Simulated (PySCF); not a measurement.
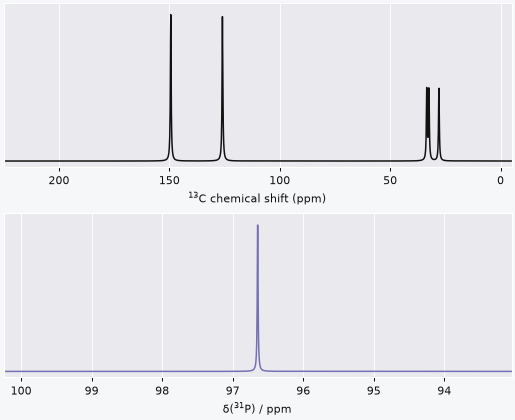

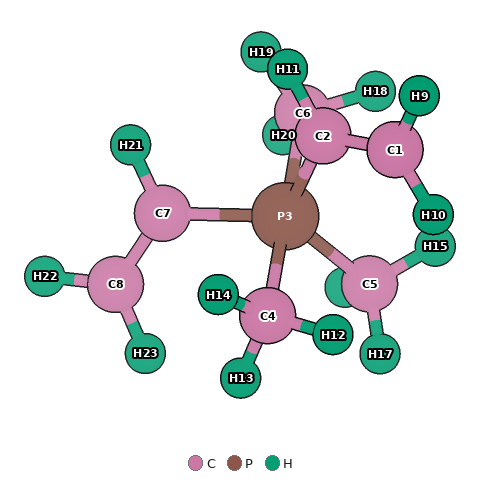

Spectrum and numbered structure of C₇H₁₅P, SMILES C=C[P](C)(C)(C)C=C. GIAO shifts, WP04/pcSseg-1, PySCF, at a PBE0-D3(BJ)/def2-SVP geometry (no frequency check), against TMS for ¹³C and PH₃ for ³¹P computed at the same level (³¹P: the usual scale starts at 85 % H₃PO₄ instead). Gas phase, fully decoupled, line heights follow the number of nuclei, widths are arbitrary (no quadrupolar broadening); values of one conformer, averaged over methyl-type rotors and exact or near symmetry.

> Which atoms give which ¹³C line?

| δ (ppm) | nuclei | atoms |
| --- | --- | --- |
| 149.4 | 2 | C2, C7 |
| 125.9 | 2 | C1, C8 |
| 33.4 | 1 | C6 |
| 32.4 | 1 | C4 |
| 27.9 | 1 | C5 |

The order of signals that lie close, as those under 2 ppm apart, is within the error of the method.

> Where does the ³¹P line lie?

At 96.6 ppm (P3).
